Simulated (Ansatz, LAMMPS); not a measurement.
**Amorphous Si0.7Ge0.3 (120 atoms): a single point**

Wanted: forces, charges and levels of amorphous Si0.7Ge0.3 (120 atoms).

Calculated with Ansatz 0.2.0; Kohn-Sham DFT, r2SCAN, PAW (set soft_2), plane waves.

### Step 1. Starting point

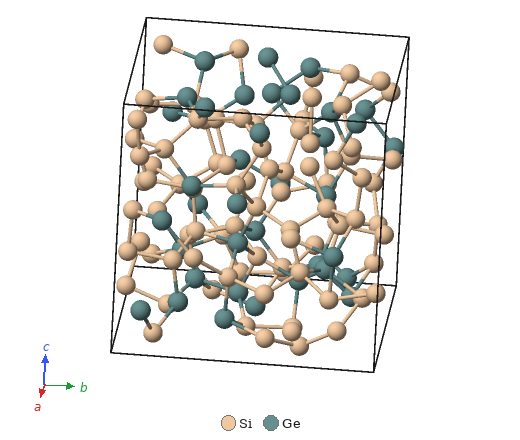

Start, viewed slightly off an axis; silicon light orange, germanium teal. Bonds to atoms that aren't drawn are left out. Some periodic images of atoms are drawn too.

The cell holds 120 atoms: 84 Si and 36 Ge. Its edges and angles: a = 13.770 Å, b = 13.770 Å, c = 13.770 Å, α = 90.0°, β = 90.0°, γ = 90.0°. 120 atoms (84 Si, 36 Ge) placed at random at 3.16 g/cm³, melted at 3500 K for 10 ps at fixed volume with the Tersoff potential (Tersoff, Phys. Rev. B 39, 5566 (1989)). Quenched from 3500 K to 700 K at 1000 K/ps and fixed volume, held 5 ps, then minimised at fixed cell.

What the set-up can't give: The quench rate of 1000 K/ps is orders of magnitude faster than experiment, which tends to freeze in extra defects. The starting topology of bonds comes from the classical model, and needn't be the one that DFT or experiment would give. The Brillouin zone is sampled at Γ only, in a cell whose shortest periodic width is 14 Å.

### Step 2. The classical run that made the cell

A classical potential makes the cell, at a small fraction of what the same run would cost in DFT.

This step: classical MD, Tersoff potential (Tersoff, Phys. Rev. B 39, 5566 (1989)) (LAMMPS 22 Jul 2025 - Update 4).

File in.lmp:

```
# melt-quench of Si84Ge36
units metal
atom_style atomic
boundary p p p
region box block 0 13.7704 0 13.7704 0 13.7704
create_box 2 box
mass 1 28.0850   # Si
mass 2 72.6300   # Ge
create_atoms 1 random 84 413304 NULL overlap 2.01 maxtry 2000
create_atoms 2 random 36 413311 NULL overlap 2.01 maxtry 2000
pair_style tersoff
pair_coeff * * SiCGe.tersoff Si(D) Ge
neigh_modify delay 0 every 1 check yes
thermo_style custom step time temp pe press density
thermo_modify norm yes
timestep 0.001
thermo 100
min_style cg
minimize 1e-4 1e-4 200 2000
reset_timestep 0
velocity all create 3500 413305 mom yes dist gaussian
fix lim all nve/limit 0.05
fix lan all langevin 3500 3500 0.1 413306 zero yes
thermo 500
run 1000 post no
unfix lim
unfix lan
thermo 1666
fix md all nvt temp 3500 3500 0.1
run 10000 post no
unfix md
thermo 280
fix md all nvt temp 3500 700 0.1
run 2800 post no
unfix md
thermo 2500
fix md all nvt temp 700 700 0.1
run 5000 post no
unfix md
thermo 100
min_style cg
minimize 0 1e-3 2000 20000
write_dump all custom glass.dump id type xs ys zs modify sort id
```

Launch:

```
> lmp -in in.lmp -log none -nocite
```

Log:

```text
LAMMPS (22 Jul 2025 - Update 4)
Created orthogonal box = (0 0 0) to (13.7704 13.7704 13.7704)
Created 84 atoms
Created 36 atoms
   Step          Time           Temp          PotEng         Press         Density
         0   0              0             -2.2179319      66762.082      3.1630019
        36   0.036          0             -3.4428148      18451.557      3.1630019
Loop time of 0.0151447 s on 1 MPI rank(s) for 36 steps with 120 atoms
Minimization stats:
  Stopping criterion = energy tolerance
  Energy initial, next-to-last, final =
     -2.21793193602394  -3.44269067011177  -3.44281475388658
  Force two-norm initial, final = 89.920569 3.6033347
  Iterations, force evaluations = 36 50
   Step          Time           Temp          PotEng         Press         Density
         0   0              3500          -3.4428148      40473.675      3.1630019
       500   0.5            3962.8752     -3.3113069      8081.2453      3.1630019
      1000   1              3565.8406     -3.3868001      9771.2145      3.1630019
Loop time of 0.244468 s on 1 MPI rank(s) for 1000 steps with 120 atoms
   Step          Time           Temp          PotEng         Press         Density
      1000   1              3565.8406     -3.3868001      9771.2145      3.1630019
      1666   1.666          3276.6453     -3.3506492      26005.048      3.1630019
      3332   3.332          3223.8146     -3.4392167      21327.484      3.1630019
      4998   4.998          4079.4739     -3.3342237     -27292.178      3.1630019
      6664   6.664          3512.201      -3.4620368      1908.9475      3.1630019
      8330   8.33           4098.2584     -3.3160975     -2381.9927      3.1630019
      9996   9.996          3364.2395     -3.3638937      12706.663      3.1630019
[... 1 line left out ...]
Loop time of 2.09071 s on 1 MPI rank(s) for 10000 steps with 120 atoms
   Step          Time           Temp          PotEng         Press         Density
[... 12 lines left out ...]
Loop time of 0.485072 s on 1 MPI rank(s) for 2800 steps with 120 atoms
   Step          Time           Temp          PotEng         Press         Density
[... 3 lines left out ...]
     18800   18.8           761.59231     -3.9577557     -26546.833      3.1630019
Loop time of 0.703673 s on 1 MPI rank(s) for 5000 steps with 120 atoms
   Step          Time           Temp          PotEng         Press         Density
     18800   18.8           761.59231     -3.9577557     -26546.833      3.1630019
     18900   18.9           761.59231     -4.0450819     -27664.282      3.1630019
     18917   18.917         761.59231     -4.045082      -27673.359      3.1630019
Loop time of 0.0663965 s on 1 MPI rank(s) for 117 steps with 120 atoms
Minimization stats:
  Stopping criterion = force tolerance
  Energy initial, next-to-last, final =
     -3.95775570807277  -4.04508197500268  -4.04508197510571
  Force two-norm initial, final = 17.394668 0.0008710318
  Iterations, force evaluations = 117 467
```

The job ended after 3.8 s (1 thread of Intel Xeon 6975P-C (Granite Rapids), shared host; peak memory 0.078 GiB).

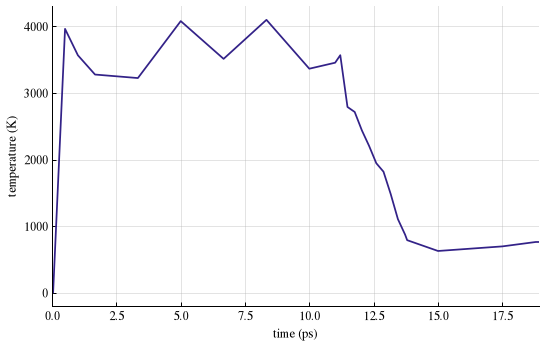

Temperature against time.

### Step 3. Plane-wave single point

One self-consistent run at the given positions yields energy and forces.

File input.yaml:

```yaml
crystal:
  lattice:
    - [13.7704, 0.0, 0.0]
    - [0.0, 13.7704, 0.0]
    - [0.0, 0.0, 13.7704]
  atoms:
    - { symbol: Si, position: [0.4344, 0.31242, 0.76887] }
    - { symbol: Si, position: [0.01769, 0.05263, 0.4137] }
    - { symbol: Si, position: [0.9335, 0.80247, 0.81381] }
    - { symbol: Si, position: [0.41329, 0.05206, 0.48938] }
    - { symbol: Si, position: [0.11935, 0.07733, 0.93871] }
    - { symbol: Si, position: [0.57003, 0.176, 0.05997] }
    - { symbol: Si, position: [0.19631, 0.55886, 0.4109] }
    - { symbol: Si, position: [0.47279, 0.36608, 0.59934] }
    - { symbol: Si, position: [0.73889, 0.02661, 0.31968] }
    - { symbol: Si, position: [0.31975, 0.7846, 0.351] }
    - { symbol: Si, position: [0.40086, 0.58181, 0.56438] }
    - { symbol: Si, position: [0.89198, 0.28666, 0.3666] }
    - { symbol: Si, position: [0.6332, 0.481, 0.0175] }
    - { symbol: Si, position: [0.75912, 0.03884, 0.49389] }
    - { symbol: Si, position: [0.00214, 0.68239, 0.13964] }
    - { symbol: Si, position: [0.69908, 0.77018, 0.53643] }
    - { symbol: Si, position: [0.89741, 0.06392, 0.76142] }
    - { symbol: Si, position: [0.31572, 0.98398, 0.61568] }
    - { symbol: Si, position: [0.81321, 0.83958, 0.08853] }
    - { symbol: Si, position: [0.80538, 0.42911, 0.63963] }
    - { symbol: Si, position: [0.1493, 0.2524, 0.6612] }
    - { symbol: Si, position: [0.59198, 0.0765, 0.56063] }
    - { symbol: Si, position: [0.14692, 0.34342, 0.20381] }
    - { symbol: Si, position: [0.1898, 0.73175, 0.457] }
    - { symbol: Si, position: [0.95014, 0.05143, 0.92506] }
    - { symbol: Si, position: [0.8215, 0.88932, 0.54574] }
    - { symbol: Si, position: [0.55345, 0.01322, 0.11672] }
    - { symbol: Si, position: [0.12399, 0.58406, 0.0621] }
    - { symbol: Si, position: [0.6451, 0.69306, 0.67993] }
    - { symbol: Si, position: [0.87266, 0.14701, 0.0477] }
    - { symbol: Si, position: [0.47889, 0.05431, 0.26983] }
    - { symbol: Si, position: [0.61728, 0.02163, 0.72942] }
    - { symbol: Si, position: [0.28333, 0.21982, 0.76646] }
    - { symbol: Si, position: [0.86902, 0.5722, 0.05784] }
    - { symbol: Si, position: [0.38176, 0.82829, 0.64204] }
    - { symbol: Si, position: [0.95013, 0.65662, 0.4935] }
    - { symbol: Si, position: [0.44758, 0.23593, 0.30067] }
    - { symbol: Si, position: [0.32367, 0.43242, 0.49045] }
    - { symbol: Si, position: [0.66528, 0.8514, 0.77597] }
    - { symbol: Si, position: [0.27149, 0.32208, 0.02604] }
    - { symbol: Si, position: [0.59563, 0.25137, 0.54138] }
    - { symbol: Si, position: [0.51668, 0.47057, 0.78522] }
    - { symbol: Si, position: [0.54234, 0.79753, 0.89845] }
    - { symbol: Si, position: [0.68581, 0.92118, 0.18356] }
    - { symbol: Si, position: [0.66221, 0.43009, 0.85881] }
    - { symbol: Si, position: [0.0063, 0.64632, 0.8128] }
    - { symbol: Si, position: [0.10642, 0.89924, 0.44335] }
    - { symbol: Si, position: [0.71088, 0.26499, 0.86031] }
    - { symbol: Si, position: [0.30385, 0.62463, 0.70143] }
    - { symbol: Si, position: [0.90832, 0.8102, 0.24525] }
    - { symbol: Si, position: [0.83321, 0.90685, 0.71779] }
    - { symbol: Si, position: [0.55722, 0.535, 0.62635] }
    - { symbol: Si, position: [0.69744, 0.50279, 0.52083] }
    - { symbol: Si, position: [0.81038, 0.4175, 0.27086] }
    - { symbol: Si, position: [0.27675, 0.58388, 0.13731] }
    - { symbol: Si, position: [0.02008, 0.61677, 0.64408] }
    - { symbol: Si, position: [0.24015, 0.79932, 0.92018] }
    - { symbol: Si, position: [0.56958, 0.98367, 0.40216] }
    - { symbol: Si, position: [0.4774, 0.93478, 0.9847] }
    - { symbol: Si, position: [0.01893, 0.35907, 0.90867] }
    - { symbol: Si, position: [0.78759, 0.51818, 0.78968] }
    - { symbol: Si, position: [0.23486, 0.93492, 0.32179] }
    - { symbol: Si, position: [0.57617, 0.81356, 0.42876] }
    - { symbol: Si, position: [0.79258, 0.68745, 0.30402] }
    - { symbol: Si, position: [0.9114, 0.98724, 0.28579] }
    - { symbol: Si, position: [0.74723, 0.14595, 0.74408] }
    - { symbol: Si, position: [0.39688, 0.40339, 0.33134] }
    - { symbol: Si, position: [0.17905, 0.31134, 0.50078] }
    - { symbol: Si, position: [0.75996, 0.6969, 0.99839] }
    - { symbol: Si, position: [0.78198, 0.64153, 0.46872] }
    - { symbol: Si, position: [0.32677, 0.05241, 0.7718] }
    - { symbol: Si, position: [0.48388, 0.04383, 0.84328] }
    - { symbol: Si, position: [0.77728, 0.69992, 0.81967] }
    - { symbol: Si, position: [0.20089, 0.95503, 0.84599] }
    - { symbol: Si, position: [0.74209, 0.19926, 0.2998] }
    - { symbol: Si, position: [0.60384, 0.27073, 0.3732] }
    - { symbol: Si, position: [0.90379, 0.56361, 0.24597] }
    - { symbol: Si, position: [0.15482, 0.16993, 0.39756] }
    [... 36 atom lines left out ...]
    - { symbol: Ge, position: [0.1351, 0.97409, 0.60053] }
    - { symbol: Ge, position: [0.98524, 0.10346, 0.17371] }
    - { symbol: Ge, position: [0.64118, 0.77087, 0.271] }
    - { symbol: Ge, position: [0.76156, 0.25764, 0.60828] }
    - { symbol: Ge, position: [0.92636, 0.51635, 0.89813] }
    - { symbol: Ge, position: [0.72708, 0.22526, 0.12786] }
kpoints:
  mp_grid: { grid: [1, 1, 1] }
hamiltonian:
  xc: r2scan
scf:
  occupations: { method: gaussian, width: 0.025 }
output:
  forces: true
  stress: true
  populations: true
  dos:
    method: { smearing: { sigma: 0.08 } }
    de: 0.1
    projected: { site_lists: { Ge: [Ge], Si: [Si] } }
  eigenvalues: true
  write_density: true
  write_potential: true
  volumetric_format: npy
```

Launch:

```
> ansatz run input.yaml --threads 8 --pin off --max-ram 15872MiB --backend cpu --events-out ev --progress --plain --runs-dir out
```

Log:

```text
Engine: ansatz 0.2.0, x86_64-unknown-linux-gnu
Pseudopotentials: kind: paw
Pseudopotential: Si, paw, valence charge 4, recommended cutoff 500 eV (meta_gga), Si.paw.azcp
Pseudopotential: Ge, paw, valence charge 14, recommended cutoff 500 eV (meta_gga), Ge.paw.azcp
[... 6 lines on functional and potentials left out ...]
Crystal: 120 atoms, lattice volume = 2611.197 Å³
Basis set: ecut = 500 eV, 66539 PW (Γ), exchange–correlation on 432×432×432 points (64 copies of the dense FFT grid, shifted against one another)
Bands: 540, of which v1, the nominal top of the filled ones, is band 420 counted from 1 (419 counted from 0)
Symmetry: 1 space group operations
Space group: P1 (ITA 1), of the structure as read, at distance tolerance 1.4e-4 Å
k-points: 1
[... 7 lines on functional and potentials left out ...]
Initial density: superposition of atomic densities (neutral atoms: chi_scale 0, normalization atom), corrected by the library's trained network
Initial wavefunctions: pseudopotential atomic-orbital guess
Functional: x = r2scan, c = r2scan; τ floored in thin density (d = 2e-4 eV/Å³)
SCF iter   1: F=—  HF=-208539.467376 eV  |F-HF|=—  |Δ(HF+E_count)|=         —  Δρ=6.46e-3  dr2=2.35e0  dr2_τ=4.00e-1  ethr=1.77e-3  ⟨swp⟩=6.0  Hψ=2190  notcnv=0  defer=52
preconditioner: auto → LDOS  [insulator: Δε(μ)=0.048 eV  Ē_g=7.924 eV  σ=0.025 eV  W_gap=0.83  n_scr=484 (ndim 8)  ℏωp=15.9 eV  f_vac=0.016  D(μ)=35.26/eV (n_scr^D=170)  ε∞_Penn≈5.0  β→1.0]
SCF iter   2: F=—  HF=-208540.339960 eV  |F-HF|=—  |Δ(HF+E_count)|=   8.73e-1  Δρ=3.99e-3  dr2=9.47e-1  dr2_τ=4.33e-3  ethr=2.80e-4  ⟨swp⟩=3.0  Hψ=1056  notcnv=0  defer=112
SCF iter   3: F=—  HF=-208539.980225 eV  |F-HF|=—  |Δ(HF+E_count)|=   3.60e-1  Δρ=1.13e-3  dr2=6.04e-2  dr2_τ=3.07e-4  ethr=1.13e-4  ⟨swp⟩=3.0  Hψ=863  notcnv=0  defer=112
SCF iter   4: F=—  HF=-208539.967254 eV  |F-HF|=—  |Δ(HF+E_count)|=   1.30e-2  Δρ=2.97e-4  dr2=6.90e-3  dr2_τ=2.47e-5  ethr=7.19e-6  ⟨swp⟩=2.0  Hψ=848  notcnv=0  defer=112
SCF iter   5: F=—  HF=-208539.967050 eV  |F-HF|=—  |Δ(HF+E_count)|=   2.03e-4  Δρ=1.34e-4  dr2=1.44e-3  dr2_τ=4.34e-6  ethr=8.22e-7  ⟨swp⟩=2.0  Hψ=712  notcnv=0  defer=112
SCF iter   6: F=—  HF=-208539.966946 eV  |F-HF|=—  |Δ(HF+E_count)|=   1.05e-4  Δρ=6.23e-5  dr2=3.16e-4  dr2_τ=8.65e-7  ethr=1.71e-7  ⟨swp⟩=2.0  Hψ=766  notcnv=0  defer=112
SCF iter   7: F=—  HF=-208539.966957 eV  |F-HF|=—  |Δ(HF+E_count)|=   1.18e-5  Δρ=2.44e-5  dr2=4.95e-5  dr2_τ=1.59e-7  ethr=3.76e-8  ⟨swp⟩=2.0  Hψ=845  notcnv=0  defer=112
SCF iter   8: F=—  HF=-208539.968396 eV  |F-HF|=—  |Δ(HF+E_count)|=   1.44e-3  Δρ=9.63e-6  dr2=7.25e-6  dr2_τ=2.36e-8  ethr=5.89e-9  ⟨swp⟩=2.0  Hψ=956  notcnv=0  defer=112
SCF iter   9: F=—  HF=-208539.968396 eV  |F-HF|=—  |Δ(HF+E_count)|=   1.29e-7  Δρ=3.76e-6  dr2=1.33e-6  dr2_τ=4.66e-9  ethr=8.63e-10  ⟨swp⟩=2.0  Hψ=711  notcnv=0  defer=112
SCF iter  10: F=—  HF=-208539.968396 eV  |F-HF|=—  |Δ(HF+E_count)|=   6.53e-8  Δρ=1.47e-6  dr2=2.00e-7  dr2_τ=6.81e-10  ethr=1.59e-10  ⟨swp⟩=2.0  Hψ=763  notcnv=0  defer=112
SCF iter  11: F=-208539.968396 eV  HF=-208539.968396 eV  |F-HF|=2.17e-8  |Δ(HF+E_count)|=   2.07e-9  Δρ=6.31e-7  dr2=3.40e-8  dr2_τ=1.48e-10  ethr=1.19e-11  ⟨swp⟩=17.0  Hψ=4098  notcnv=0
SCF 1 converged in 11 iterations: F = -208539.968396 eV  dr2 = 3.40e-8
  greatest PAW one-centre occupation: 0.998 electrons in one spin orbital (limit 2), on the Ge atom at site 92 (counted from 0), in its partial waves of l = 2
SCF converged after 11 iterations
Free energy (F): -208539.968396 eV
Harris-Foulkes:  -208539.968396 eV  (|F-HF|=2.17e-8)
Internal energy: -208539.958335 eV  (E = F + TS)
E sigma→0 (E₀):  -208539.963366 eV
Entropy (-TS):   -0.010061 eV (-0.084 meV/atom)
Fermi energy:    6.541881 eV
--- Per-component energies (eV) ---
  E_band       = -6153.334375
  E_kinetic    = 7274.035291
  E_local      = -121501.806856  (includes V_loc(G=0)·N_el)
  E_nonlocal   = 17156.402034
  E_hartree    = 54510.700322
  E_xc         = -6759.444163
  E_vxc        = -6555.496048  (∫ρ·V_xc dr)
  E_paw        = -116811.920532  (= ΣΔE_a)
  E_vpaw       = -11851.371573  (= ΣTr[D̂ρ^β])
  E_aug_tail   = 0.000960  (compensation charges beyond the density's cutoff)
  E_vtau       = 303.505418  (kinetic-family band-sum trace: ∫τ·v_τ [+ j·A + Jᵃ·Aᵃ] dr)
  E_ewald      = -42362.417454
  E_core_change = -45.507938  (= ΣΔE_core)
  E_smearing   = -0.010061  (= −TS)
  E_closure    = -0.000000  (closes the sum)
  Σ components = -208539.968396   (vs F -208539.968396, Δ=0.00e0)
--- Forces (eV/Å), atoms counted from 1 ---
  atom   1  Si     0.35409046     0.34821383    -0.23641060
  atom   2  Si     0.07763851    -0.18829421     0.04567807
  atom   3  Si    -0.07335506    -0.18168087    -0.13857977
  atom   4  Si     0.07807629    -0.31760191    -0.16493011
  atom   5  Si    -0.42666784    -0.18448472    -0.03117074
  atom   6  Si    -0.28990673    -0.10568305    -0.30967864
  atom   7  Si    -0.51099193     0.05075408     0.14525555
  atom   8  Si     0.12075771    -0.61124124     0.32402879
  atom   9  Si     0.76743445     0.22199781    -0.46517801
  atom  10  Si    -0.38716812     0.24273903     0.45380624
  atom  11  Si     0.38427573    -0.16248535    -0.15427987
  atom  12  Si    -0.13616718     0.09450254    -0.30096472
  atom  13  Si     0.01703806    -0.52707493     0.00411088
  atom  14  Si    -0.23582981    -0.25077713    -0.20722239
[...]
atom 119  Ge    -0.17110079     0.14256010    -0.31774434
  atom 120  Ge    -0.33492533    -0.38722081    -0.37677255
  max |Σ_I F_I| component: 2.87e-5 eV/Å
--- Stress (GPa, compression-positive) ---
       -3.500700      -0.451930      -0.152912
       -0.451930      -3.029484       0.050242
       -0.152912       0.050242      -3.261451
  P = ⅓ Tr σ = -3.2639 GPa (-32.639 kbar)
--- Band table (eV) ---
  k-point 0: bands = ["-18.8239", "-18.8044", "-18.8016", "-18.7989", [... 524 levels ...], "10.5158", "10.5425", "10.5587", "10.5947", "10.6049", "10.6153", "10.6457", "10.7036", "10.7260", "10.7465", "10.7779", "10.8033"]
--- Löwdin populations: 120 sites ---
  site symbol       q [e]
     0     Si      3.9807
     1     Si      3.8446
     2     Si      3.9276
[...]
119     Ge     13.9914
  spilling = 0.006036 (of n_electrons = 840.000000)
```

The job ended after 50 s (8 threads of Intel Xeon 6975P-C (Granite Rapids), shared host; peak memory 8.2 GiB).

The run gave:

```
free energy                             : -208539.9684 eV
free energy per atom                    : -1737.8331 eV/atom
SCF cycles                              : 11
pressure                                : -3.264 GPa
r.m.s. force component                  : 0.2926 eV/Å
longest force                           : 1.474 eV/Å
Fermi energy                            : 6.542 eV
levels partly filled by over 2 per cent : 2
spilling of the projection              : 0.006036
```

Neighbours are counted within 2.88 Å (Si-Si), 2.88 Å (Si-Ge), 2.93 Å (Ge-Ge).

Length of the force by element and coordination:

```csv
element,coordination,atoms,mean length of the force (eV/Å),spread,least,most
Ge,all,36,0.428,0.172,0.0982,0.898
Ge,4,30,0.410,0.162,0.0982,0.804
Ge,5,6,0.519,0.192,0.308,0.898
Si,all,84,0.444,0.279,0.0381,1.47
Si,3,1,0.148,0,0.148,0.148
Si,4,63,0.402,0.257,0.0381,1.47
Si,5,19,0.599,0.302,0.24,1.37
Si,6,1,0.447,0,0.447,0.447
```

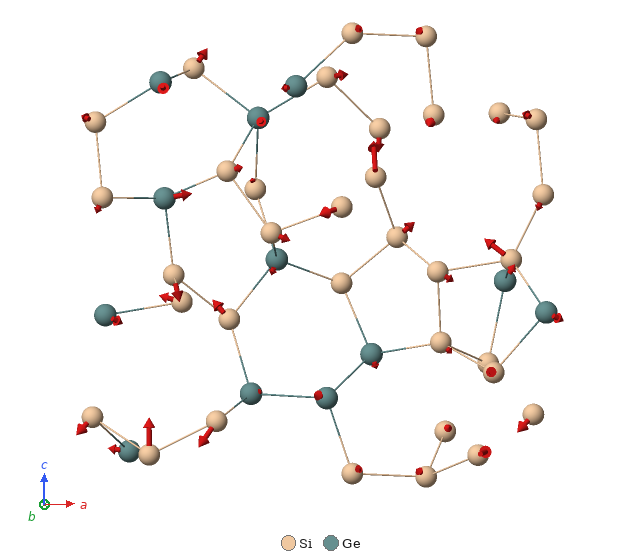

Forces as arrows; the longest in the cell is 1.47 eV/Å. Drawn is a slice 4 Å thick, seen along the normal of the ac plane. Bonds to atoms that aren't drawn are left out.

Löwdin charges by element and coordination (they lack the spilled electrons, 0.042 e an atom on average):

```csv
element,coordination,atoms,mean charge (e),spread,least,most
Ge,all,36,-0.0173,0.0266,-0.0684,0.0319
Ge,4,30,-0.013,0.0245,-0.0684,0.0319
Ge,5,6,-0.0388,0.0264,-0.0651,-2.0e-4
Si,all,84,0.0678,0.0359,-0.0139,0.155
Si,3,1,0.127,0,0.127,0.127
Si,4,63,0.0711,0.034,-0.0139,0.155
Si,5,19,0.0541,0.038,-0.0085,0.128
Si,6,1,0.0572,0,0.0572,0.0572
```

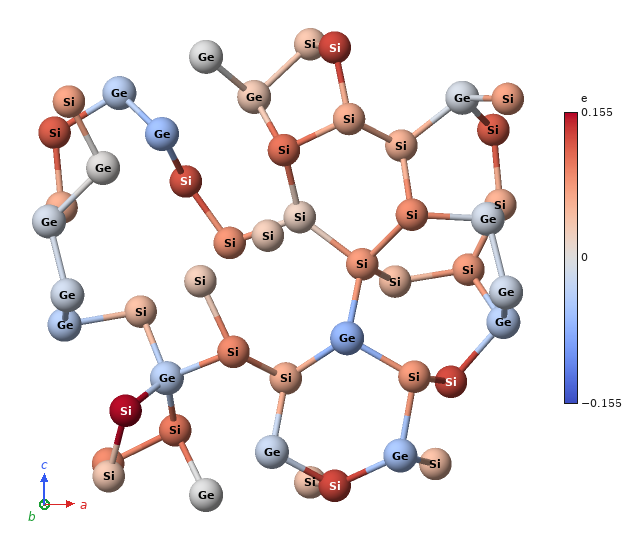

Atoms coloured by Löwdin charge. Drawn is a slice 4 Å thick, seen along the normal of the ac plane. Bonds to atoms that aren't drawn are left out.

States in the cell by windows of 1 eV, zero at the Fermi level; the larger projections on atomic orbitals stand beside the total:

```csv
from (eV),to (eV),total,Si p,Ge p,Si s,Ge s
-14,-13,0.1,0.0,0.0,0.0,0.0
-13,-12,11.7,1.5,0.7,5.6,3.9
-12,-11,27.1,5.3,2.3,12.2,7.1
-11,-10,26.1,5.8,2.5,11.1,6.6
-10,-9,41.1,9.8,4.1,17.8,9.2
-9,-8,31.0,9.0,3.4,13.3,5.2
-8,-7,25.6,8.3,3.2,9.6,4.3
-7,-6,31.9,11.7,4.7,11.0,4.3
-6,-5,29.3,13.1,4.9,8.5,2.5
-5,-4,39.4,23.3,9.3,4.8,1.6
-4,-3,63.1,40.5,17.0,3.6,1.4
-3,-2,62.6,40.4,17.1,3.0,1.3
-2,-1,53.3,33.2,15.5,2.6,1.1
-1,0,37.3,21.6,9.7,3.2,1.7
0,1,33.7,17.5,7.0,5.0,2.2
1,2,48.6,23.3,9.4,7.8,3.3
2,3,64.7,30.0,13.0,9.0,3.5
3,4,71.4,32.4,14.6,8.1,2.8
```

The curve was stored every 0.100 eV, coarse against its broadening of 0.08 eV, so these counts are rough.

Between -26 and -14 eV lie 360 more states.

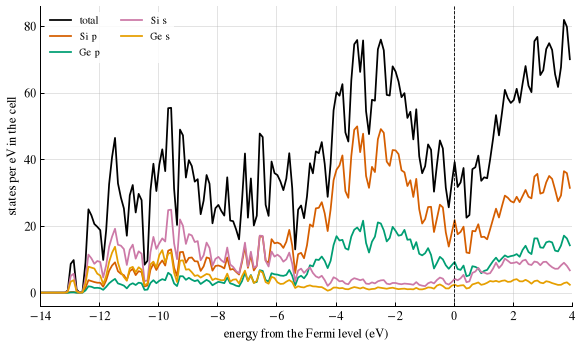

Total and projected density of states, with the broadening of the input.

The levels nearest the highest filled one (over half full), pooled over k-points and spins:

```csv
level less the highest filled one (eV),occupation
-0.325,2
-0.284,2
-0.236,2
-0.124,2
-0.0721,2
0,1.85
0.0508,0.151
0.0999,0
0.133,0
0.233,0
0.282,0
0.345,0
```

(Part 1 of 2 ends here.)

[Logs are printed without paths, hosts, clocks, repeated set-up lines and the standing remarks that a program may print on its own settings, such as how far it seeks lower states.]

[Hosts, paths, dates, database ids (printed as entryN), source tags and the programs' standing remarks are cut or masked in the printed files.]
